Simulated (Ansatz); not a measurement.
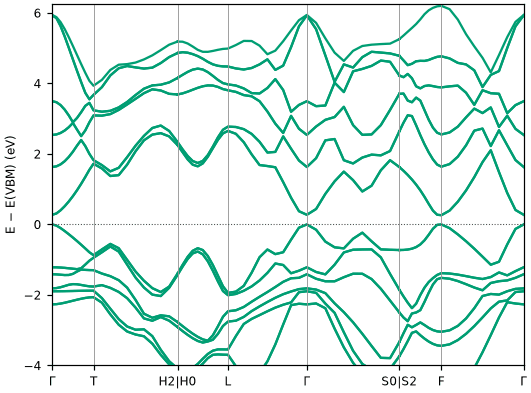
Figure. Band structure from plane-wave PAW PBEsol with spin–orbit coupling (Ansatz code)

### Question
Read off the gap and where the band edges lie.

### Answer
About 0.3 eV (0.26 eV by a search for the band edges); maximum at F, minimum at F.

The material is Pb2SeS in space group R-3m (No. 166; Pb on 6c, Se on 3a, S on 3b).

The first step of the workflow began from a Materials Project structure, measured or hypothetical; the Crystallography Open Database copy checked does not list it. Whether it is the stable phase at ambient conditions was not checked. Symmetry was held in the PBEsol relaxation; its stability against distortions is not shown here.

Potentials: the later of the program's two PAW sets.
